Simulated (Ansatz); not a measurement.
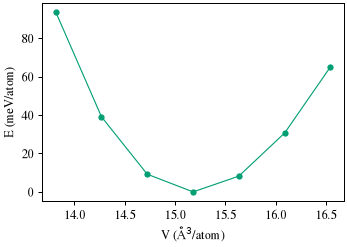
Figure: SnPt$_{3}$C (anti-perovskite, Pm-3m) under volume change, PBEsol in the plane-wave PAW code Ansatz, scaled uniformly.

Task: What does a third-order Birch–Murnaghan fit give for V₀, B₀ and B′?

Result: V₀ = 15.18 Å³/atom, B₀ = 201 GPa, B′ = 5.1.

The start of the workflow was typed in or built on a structure type; neither database checked (COD, Materials Project) lists it. Whether it is the stable phase at ambient conditions was not checked. Symmetry was held in the PBEsol relaxation. At this level the phase is dynamically unstable (imaginary phonons). No spin polarisation was allowed. Its formation energy is positive at this level, so the cell may be metastable or incomplete. Spin–orbit coupling is left out wherever it is not named.

Potentials: the earlier of the program's two PAW sets. The files were generated under PBE; for other functionals the program regenerates the frozen cores, and for LDA and PBEsol the local potential too.
